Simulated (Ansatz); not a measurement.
**Phonon calculation of C₃H₅ClO**

The run: phonon calculation of C₃H₅ClO, SMILES CC(Cl)C=O. Method and program: RKS B3LYP/def2-SVP (Ansatz 0.2.0).

It belongs to a series of runs on one base structure; here: vibrations at the highest image of the band. Figures and captions count atoms from 1; the log counts them from 0 in places.

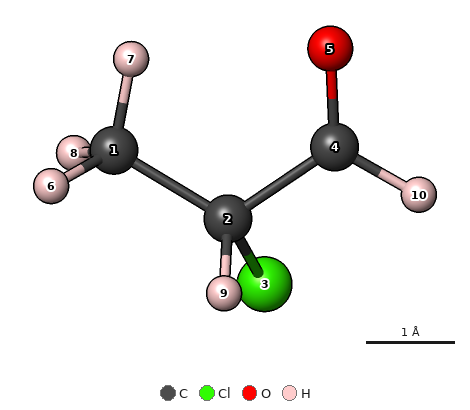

**Figure 1.** The input geometry (ball-and-stick view, seen at a tilt; atoms are numbered from 1 in the order of the input). Bond lengths as drawn: C–C 1.53 Å, C–Cl 1.83 Å, C–H 1.10 to 1.12 Å and C–O 1.20 Å.

Input file
```yaml
crystal:
  periodic: [false, false, false]
  atoms:
    - { symbol: C, position_ang: [-0.90831, -0.561274, 0.57449] }
    - { symbol: C, position_ang: [0.49337, -0.063962, 0.223037] }
    - { symbol: Cl, position_ang: [1.62666, -1.403509, -0.284688] }
    - { symbol: C, position_ang: [0.535172, 0.957753, -0.914121] }
    - { symbol: O, position_ang: [-0.439525, 1.455357, -1.41019] }
    - { symbol: H, position_ang: [-1.167145, -0.311808, 1.613684] }
    - { symbol: H, position_ang: [-1.64391, -0.086365, -0.091387] }
    - { symbol: H, position_ang: [-0.980443, -1.650417, 0.458249] }
    - { symbol: H, position_ang: [0.996993, 0.40012, 1.086152] }
    - { symbol: H, position_ang: [1.57024, 1.213105, -1.252426] }
basis:
  gaussian: { orbitals: def2-SVP }
hamiltonian:
  xc: b3lyp
phonons: {}
```

Launch command:
```bash
ansatz run input.yaml --threads 2 --pin off --max-ram 3072MiB --backend cpu --events-out ev --progress --plain --runs-dir out
```

Log
```
Engine: ansatz 0.2.0, x86_64-unknown-linux-gnu
Functional definition: B3LYP
  parameter a0 = 0.2
  parameter ax = 0.72
  parameter ac = 0.81
  exchange = (1 - a0 - ax)*slater_x + ax*b88_x + a0*exact_x
  correlation = (1 - ac)*vwn_rpa_c + ac*lyp_c
1086 factors; integrals over basis functions are off by at most 3.6e-4 eV
mean field evaluation 1: about -17748.1449 eV, gradient 5.3e1 eV
mean field evaluation 2: about -17739.4481 eV, gradient 8.4e1 eV
mean field evaluation 4: about -17754.3291 eV, gradient 4.9e0 eV
mean field evaluation 8: about -17754.4067 eV, gradient 4.5e-1 eV
mean field evaluation 16: about -17754.4072 eV, gradient 7.2e-5 eV
mean field -17754.40719377 eV, -652.4624300018 hartree, gradient 7.2e-5 eV, S^2 0.000000; 0 other end points of the search recorded, 0 dependent functions left out
the calculation of the forces begins
reference -17754.40740527 eV, -652.4624377739 hartree; 24, 24 occupied and 75, 75 virtual orbitals, 1086 factors
these checks for a lower state are left out or cut short: stability, starts, cluster_reference, orbital_swaps, neighbouring_geometries, increment
1086 factors; integrals over basis functions are off by at most 3.6e-4 eV
mean field -17754.40704847 eV, -652.4624246619 hartree, gradient 2.2e-6 eV, S^2 0.000000; 0 other end points of the search recorded, 0 dependent functions left out
[... from here on the field's lines of each further geometry are left out, up to the last ...]
the calculation of the forces begins
reference -17754.40738441 eV, -652.4624370074 hartree; 24, 24 occupied and 75, 75 virtual orbitals, 1086 factors
these checks for a lower state are left out or cut short: stability, starts, cluster_reference, orbital_swaps, neighbouring_geometries, increment
1086 factors; integrals over basis functions are off by at most 3.6e-4 eV
mean field -17754.40717217 eV, -652.4624292079 hartree, gradient 1.3e-6 eV, S^2 0.000000; 0 other end points of the search recorded, 0 dependent functions left out
the calculation of the forces begins
reference -17754.40738370 eV, -652.4624369814 hartree; 24, 24 occupied and 75, 75 virtual orbitals, 1086 factors
WARN: phonons: modes at or below zero, which the zero-point energy, F, S and C_V leave out: 1, the lowest at -225.78 cm⁻¹. A minimum has none, and a first-order saddle one
Total energy: -17754.40740527 eV, -652.4624377739 hartree
Atom 0 at    -0.908310    -0.561274     0.574490 Å, force    -0.000267    -0.000322     0.000384 eV/Å
Atom 1 at     0.493370    -0.063962     0.223037 Å, force    -0.000006     0.000904     0.000013 eV/Å
Atom 2 at     1.626660    -1.403509    -0.284688 Å, force     0.000129    -0.000403    -0.000081 eV/Å
Atom 3 at     0.535172     0.957753    -0.914121 Å, force    -0.000583     0.000603    -0.000099 eV/Å
Atom 4 at    -0.439525     1.455357    -1.410190 Å, force    -0.000007    -0.000242    -0.000147 eV/Å
Atom 5 at    -1.167145    -0.311808     1.613684 Å, force     0.000101    -0.000043     0.000021 eV/Å
Atom 6 at    -1.643910    -0.086365    -0.091387 Å, force     0.000095    -0.000068    -0.000026 eV/Å
Atom 7 at    -0.980443    -1.650417     0.458249 Å, force     0.000007     0.000052    -0.000127 eV/Å
Atom 8 at     0.996993     0.400120     1.086152 Å, force    -0.000008    -0.000233    -0.000083 eV/Å
Atom 9 at     1.570240     1.213105    -1.252426 Å, force     0.000540    -0.000248     0.000146 eV/Å
Dipole moment:     0.092724     0.006868     0.350979 e Å
Vibrations: -225.78 99.84 289.08 325.43 376.60 588.89 712.34 849.40 954.15 1045.94 1089.15 1103.98 1205.45 1309.83 1380.61 1404.60 1461.07 1471.48 1853.81 2932.56 3053.63 3071.70 3139.69 3155.17 cm⁻¹, zero-point energy 2.037955 eV
```

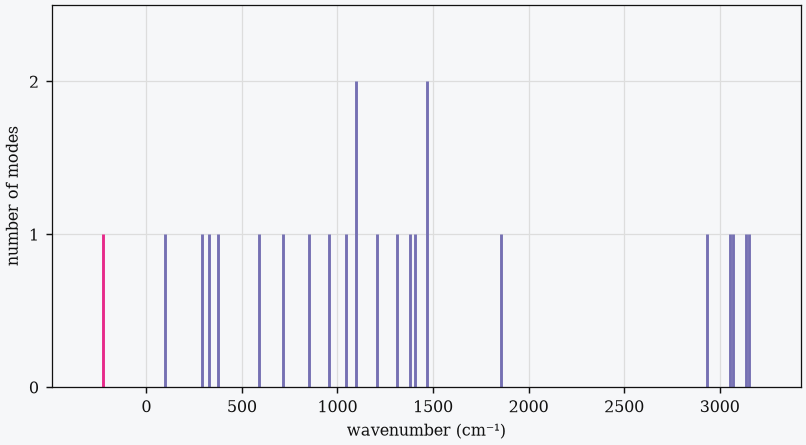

**Figure 2.** Harmonic vibrational wavenumbers from the force constants; neighbouring modes closer than 15 cm⁻¹ are counted in one stick, and imaginary ones are drawn at negative wavenumbers. 24 modes from 226i to 3155 cm⁻¹, 1 imaginary beyond 8i (226i cm⁻¹): a first-order saddle point, if the geometry is stationary.

Summary

| quantity | value |
| --- | --- |
| outcome | converged |
| total energy | −17754.4074 eV |
| mean-field energy | −17754.4074 eV |
| largest force (length of the vector) | 0.001 eV/Å |
| hardware | 2 threads of Intel Xeon (Sapphire Rapids), 16 GiB of memory available, shared host |
| wall time | 69 s (CPU time 2.2 min) |
| peak memory | 0.23 GiB |
